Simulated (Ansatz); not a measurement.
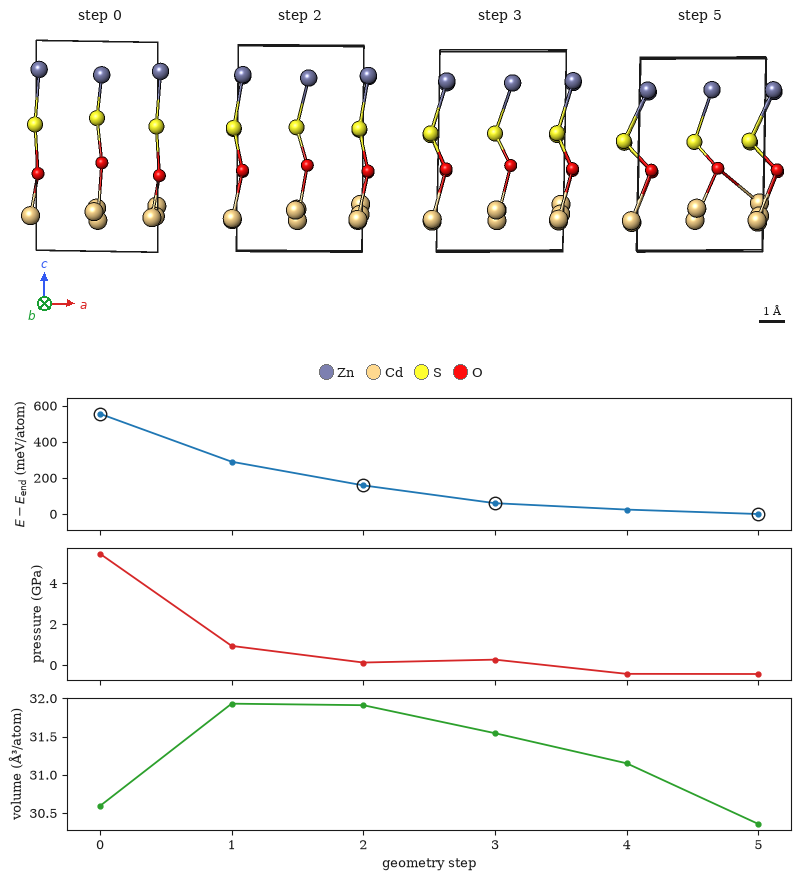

Frames of a relaxation of solid ZnCd3SO (a generated structure, set up in P1) (coarse preliminary run), marked on the history of the run. Style: ball-and-stick. Shown: the cell of the calculation, along the b axis.

Level of theory: DFT PBE, scalar-relativistic, plane waves, PAW (Ansatz 0.2.0). Set-up: plane-wave cutoff 420 eV; k-point mesh 4 × 4 × 4; occupations gaussian; smearing width 0.2 eV; no spin polarisation; cell and atoms relaxed; force threshold 0.025 eV/Å; at most 60 steps.

**What happens along the run?**

The run was cut off at its time limit before the relaxation converged, so the last structure is only a point on the way. Over 5 geometry steps the energy falls by 556 meV per atom. Largest force component: 12 eV/Å at the start, 0.47 eV/Å at the end. The pressure goes from 5.44 to −0.42 GPa. The atom that moves furthest relative to the cell is an S atom (0.70 Å along [−2 1 −2]). By element the largest moves are S 0.70 Å, O 0.63 Å, Cd 0.39 Å, Zn 0.36 Å. The volume changes by −0.8 %, with a 4.968 → 5.145 Å (+3.6 %), b 8.605 → 8.967 Å (+4.2 %), c 8.596 → 7.902 Å (−8.1 %), α 87.8° → 88.4°, β 91.0° → 88.7°, γ 90.5° → 90.2°. Near-neighbour distances that change, for instance: Cd–O 3.291 → 2.668 Å, S–Zn 1.790 → 2.314 Å, Cd–O 1.750 → 2.236 Å, Cd–Cd 2.653 → 3.069 Å. Bond angles that change, for instance: Zn–S–O 172.1° → 111.1°, Cd–O–S 167.9° → 111.1°, Cd–O–S 166.2° → 115.0°. The space group stays P1 (No. 1). From step 0 to 2: an S atom moves most (0.36 Å), volume +4.3 %, energy −397 meV per atom. From step 2 to 3: an S atom moves most (0.20 Å), volume −1.1 %, energy −98.7 meV per atom. From step 3 to 5: an S atom moves most (0.35 Å), volume −3.8 %, energy −60.1 meV per atom.

Limits of the set-up: layers or molecules are held without a dispersion correction, so their spacing is unreliable.
